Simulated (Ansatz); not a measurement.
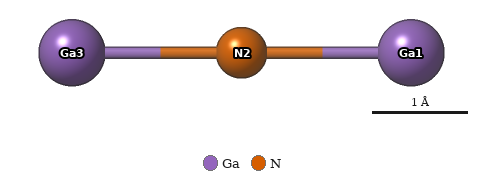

The input geometry of the first run (ball-and-stick view, seen on its broad side; atoms are numbered from 1 in the order of the input). Sticks mark near contacts. Bond lengths as drawn: Ga–N 1.78 Å.

# Two runs on Ga2N

System: Ga2N, charge −1.
Method of the first run: RKS wB97M-V/def2-TZVPPD (Ansatz 0.2.0).

The geometry comes from this level: PBE0-D4/def2-TZVPPD. Text and figures count atoms from 1; the logs count them from 0 in places.

Input, the first run:
```yaml
crystal:
  periodic: [false, false, false]
  atoms:
    - { symbol: Ga, position_ang: [0.0, 0.0, -1.78435143] }
    - { symbol: "N", position_ang: [0.0, 0.0, -3.7e-07] }
    - { symbol: Ga, position_ang: [0.0, 0.0, 1.78435182] }
total_charge: -1
basis:
  gaussian: { orbitals: def2-TZVPPD.json }
hamiltonian:
  xc: { name: wB97M-V }
```

Command:
```bash
ansatz run input.yaml --threads 4 --pin off --max-ram 10240MiB --backend cpu --events-out ev --progress --plain --runs-dir out
```

Hardware: 4 threads of Arm Neoverse N1, 98 GiB of memory available, shared host.

Output (the first run):
```
Engine: ansatz 0.2.0, aarch64-unknown-linux-gnu
Functional definition: wB97M-V
  parameter omega = 0.3/bohr
  parameter cx = 0.15
  parameter cx01 = 1.007
  parameter cx10 = 0.259
  parameter css00 = 0.443
  parameter css04 = -1.437
  parameter css10 = -4.535
  parameter css20 = -3.390
  parameter css43 = 4.278
  parameter cos00 = 1.000
  parameter cos10 = 1.358
  parameter cos20 = 2.924
  parameter cos21 = -8.812
  parameter cos60 = -1.390
  parameter cos61 = 9.142
  parameter b = 6.0
  parameter c = 0.01
  gx(w, u) = 1 - cx + cx01*u + cx10*w
  gss(w, u) = css00 + css04*u^4 + css10*w + css20*w^2 + css43*w^4*u^3
  gos(w, u) = cos00 + cos10*w + (cos20 + cos21*u)*w^2 + (cos60 + cos61*u)*w^6
  exchange = spin_sum(e_x_unif_sr(omega)*gx(b97_w, b97_u_x)) + cx*exact_x_sr(omega) + exact_x_lr(omega)
  correlation = spin_sum(e_c_pw_mod_same_spin*gss(b97_w, b97_u_same))
      + integral(e_c_pw_mod_opposite_spin*gos(b97_w_opposite, b97_u_opposite)) + vv10(b, c)
993 factors; their error is unknown
230 factors; integrals over basis functions are off by at most 1.7e-4 eV
mean field evaluation 1: about -106240.1905 eV, gradient 3.4e1 eV
mean field evaluation 2: about -106237.6225 eV, gradient 5.0e1 eV
mean field evaluation 4: about -106241.8007 eV, gradient 1.8e0 eV
mean field evaluation 8: about -106241.8112 eV, gradient 5.8e-2 eV
mean field evaluation 16: about -106242.0014 eV, gradient 7.0e-5 eV
mean field -106242.00136010 eV, -3904.3215365689 hartree, gradient 5.7e-5 eV, S^2 0.000000; 0 other end points of the search recorded, 0 dependent functions left out
reference -106242.00140516 eV, -3904.3215382244 hartree; 35, 35 occupied and 110, 110 virtual orbitals, 993 factors
Total energy: -106242.00140516 eV, -3904.3215382244 hartree
```

For the second run the input was changed thus:
```diff
-  xc: { name: wB97M-V }
+  xc: lda
```

What does this change do to the results?

The total energies belong to different methods, so their difference says nothing on which is more stable or more accurate. The functional changes from wB97M-V to LDA.

Output (the second run):
```
Engine: ansatz 0.2.0, aarch64-unknown-linux-gnu
Functional definition: SPW92
  exchange = slater_x
  correlation = pw_c
931 factors; their error is unknown
mean field evaluation 1: about -106068.7643 eV, gradient 5.8e1 eV
mean field evaluation 2: about -106043.3288 eV, gradient 1.3e2 eV
mean field evaluation 4: about -106071.3197 eV, gradient 1.4e1 eV
mean field evaluation 8: about -106071.8618 eV, gradient 7.0e-3 eV
mean field -106071.82535044 eV, -3898.0676835632 hartree, gradient 1.5e-5 eV, S^2 0.000000; 0 other end points of the search recorded, 0 dependent functions left out
reference -106071.82538465 eV, -3898.0676848204 hartree; 35, 35 occupied and 110, 110 virtual orbitals, 931 factors
Total energy: -106071.82538465 eV, -3898.0676848204 hartree
```

The two runs side by side:

```csv
quantity,the first run,the second run
outcome,converged,converged
total energy (hartree),−3904.321538,−3898.067685
basis functions,145,145
wall time (shared host),7.8 s,0.92 s
```
